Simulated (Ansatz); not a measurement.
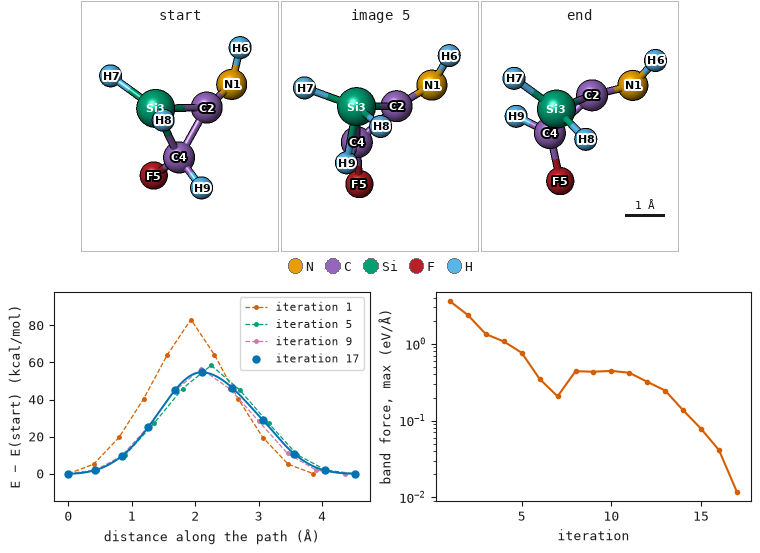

A nudged-elastic-band calculation for C$_{2}$H$_{4}$FNSi. Images are numbered from 0 (start) to 10 (end). The plot follows the band through its iterations. Style: ball-and-stick. Shown from a free direction.

Theory: RKS B3LYP-D4/6-31G* in Ansatz. Settings: 9 movable images; climbing image; force threshold 0.03 eV/Å; iteration limit 56; starting path by image-dependent pair potential.

Question: How did the profile develop, and is the result final?

Answer: The result is final at these settings. The band converged in 17 iterations. The largest component of the band force went from 3.6 to 0.012 eV/Å. The climbing image converged on the top of the path. Its vibrational analysis gives one imaginary mode (624i cm⁻¹), as a transition state must have. The first iteration put the highest image at 83.2 kcal/mol. The barrier is about 54.7 kcal/mol in both directions, with image 5 at the top; the ends have the same energy.

The run took 7.5 min on 1 thread of Intel(R) Xeon(R) Platinum 8488C (Sapphire Rapids), on a shared host, peak memory 0.19 GiB.
